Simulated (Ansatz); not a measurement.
# C2H4O (oxirane): B3LYP/6-31G(d) (spherical functions)

Aim: the electronic atomisation energy of C2H4O (oxirane) at B3LYP/6-31G* (spherical functions), from 4 runs. 

The calculation is run with Ansatz 0.2.0.

51 further runs of the same task are left out: 51 set aside as unsound or not needed.

## Step 1: The structure to begin with

C2H4O: 7 atoms, total charge 0, spin state singlet. As SMILES, `C1CO1`. The shape is that of a PBE0-D4/def2-TZVP optimisation.

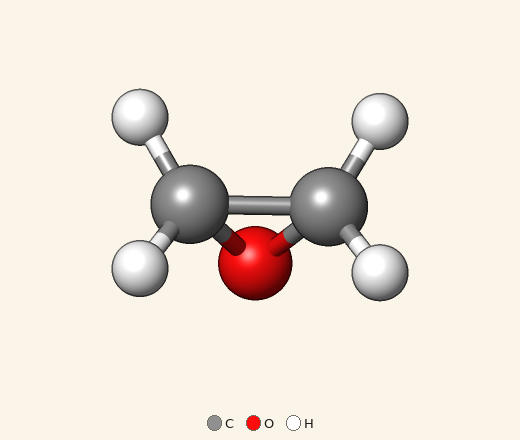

The structure, seen from a chosen angle (carbon grey, oxygen red, hydrogen white).

## Step 2: The energy at B3LYP/6-31G(d) (spherical functions)

input.yaml

```yaml
crystal:
  periodic: [false, false, false]
  atoms:
    - symbol: C
      position_ang: [-0.604500, -0.272900, -0.303700]
    - symbol: C
      position_ang: [0.650000, 0.164200, 0.297000]
    - symbol: O
      position_ang: [-0.339900, 1.100600, -0.086300]
    - symbol: H
      position_ang: [-0.619200, -0.584700, -1.344900]
    - symbol: H
      position_ang: [-1.378400, -0.703100, 0.326900]
    - symbol: H
      position_ang: [0.797000, 0.054800, 1.368500]
    - symbol: H
      position_ang: [1.556200, 0.173200, -0.303300]
basis:
  gaussian: {orbitals: 6-31G_st_-spherical.json}
hamiltonian: {xc: {name: B3LYP}}
accuracy: high
output: {orbitals: {seedname: orbitals}}
```

The basis set 6-31G* is read from a file made from the Basis Set Exchange's data (not shown).

Started as:

```
$ ansatz run input.yaml --threads 1 --pin off --max-ram 3480MiB --events-out events.jsonl --progress --plain --runs-dir runs
```

Standard output:

```text
Warning: RAYON_NUM_THREADS=1 ignored (pool sized by the plan → 1); use --threads N
Functional definition: B3LYP
  name "B3LYP"
  parameter a0 = 0.2
  parameter ax = 0.72
  parameter ac = 0.81
  exchange = (1 - a0 - ax)*slater_x + ax*b88_x + a0*exact_x
  correlation = (1 - ac)*vwn_rpa_c + ac*lyp_c
1205 factors; integrals over basis functions are off by at most 3.5e-9 eV
mean field evaluation 1: about -4181.7014 eV, gradient 3.6e1 eV
mean field evaluation 2: about -4180.2578 eV, gradient 4.7e1 eV
mean field evaluation 4: about -4184.6440 eV, gradient 2.1e0 eV
mean field evaluation 8: about -4184.6486 eV, gradient 1.1e-2 eV
mean field evaluation 16: about -4184.6486 eV, gradient 1.7e-7 eV
mean field -4184.64858484 eV, -153.7829990360 hartree, gradient 1.1e-8 eV, S^2 0.000000; 0 other end points of the search recorded, 0 dependent functions left out
reference -4184.64861109 eV, -153.7830000008 hartree; 12, 12 occupied and 38, 38 virtual orbitals, 1205 factors
Total energy: -4184.64861109 eV, -153.7830000008 hartree
```

It took 2.4 s on 1 thread of Arm Neoverse V1, shared host; peak memory 0.13 GiB.

## Step 3: The C atom

run.yaml

```yaml
crystal:
  periodic: [false, false, false]
  atoms:
    - {symbol: C, position_ang: [0.000000, 0.000000, 0.000000]}
basis:
  gaussian: {orbitals: 6-31G_st_-spherical.json}
magnetization: {spin_polarized: true, initial_magnetization: 2}
hamiltonian: {xc: {name: B3LYP}}
accuracy: high
```

The basis set 6-31G* is read from a file made from the Basis Set Exchange's data (not shown).

Started as:

```
$ ansatz run run.yaml --threads 1 --pin off --max-ram 3480MiB --events-out events.jsonl --progress --plain --runs-dir runs
```

Standard output, cut to the lines that bear on the results:

```text
Warning: RAYON_NUM_THREADS=1 ignored (pool sized by the plan → 1); use --threads N
[... 7 set-up lines as earlier in the session ...]
96 factors; integrals over basis functions are off by at most 1.1e-9 eV
mean field evaluation 1: about -1029.7320 eV, gradient 3.6e0 eV
mean field evaluation 2: about -1029.7994 eV, gradient 1.0e0 eV
mean field evaluation 4: about -1029.8062 eV, gradient 2.3e-1 eV
mean field evaluation 8: about -1029.8066 eV, gradient 6.7e-6 eV
mean field -1029.80656969 eV, -37.8446934081 hartree, gradient 9.8e-9 eV, S^2 2.001951; 0 other end points of the search recorded, 0 dependent functions left out
reference -1029.80658741 eV, -37.8446940593 hartree; 4, 2 occupied and 10, 12 virtual orbitals, 96 factors
Total energy: -1029.80658741 eV, -37.8446940593 hartree
```

Run time: 0.32 s. Hardware: 1 thread of Arm Neoverse V1, shared host.

## Step 4: The H atom at the same level

run.yaml

```yaml
basis:
  gaussian: {orbitals: "6-31G*"}
crystal:
  periodic: [false, false, false]
  atoms:
    - symbol: H
      position_ang: [0.000000, 0.000000, 0.000000]
magnetization: {spin_polarized: true, initial_magnetization: 1}
hamiltonian: {xc: {name: B3LYP}}
accuracy: high
```

Run the same way, it converges to -0.50027 Eh (log not shown).

## Step 5: The O atom at the same level

input.yaml

```yaml
crystal:
  periodic: [false, false, false]
  atoms:
    - symbol: O
      position_ang: [0.000000, 0.000000, 0.000000]
basis:
  gaussian:
    orbitals: 6-31G_st_-spherical.json
magnetization:
  spin_polarized: true
  initial_magnetization: 2
hamiltonian:
  xc: {name: B3LYP}
accuracy: high
```

The basis set 6-31G* is read from a file made from the Basis Set Exchange's data (not shown).

Run the same way, it converges to -75.05940 Eh (log not shown).

## Step 6: Summary of results

Level: B3LYP/6-31G* (spherical functions).

```
                     quantity          value
       molecule: total energy  -153.78300 Eh
        molecule: HOMO energy       -7.26 eV
        molecule: LUMO energy        2.90 eV
      molecule: HOMO–LUMO gap       10.16 eV
         C atom: total energy   -37.84469 Eh
                 C atom: ⟨S²⟩          2.002
         H atom: total energy    -0.50027 Eh
                 H atom: ⟨S²⟩          0.750
         O atom: total energy   -75.05940 Eh
                 O atom: ⟨S²⟩          2.002
electronic atomisation energy      28.113 eV
```

What this shows: Taking the molecule apart into free atoms costs 28.11 eV (648 kcal/mol), before zero-point energy and without spin-orbit coupling.
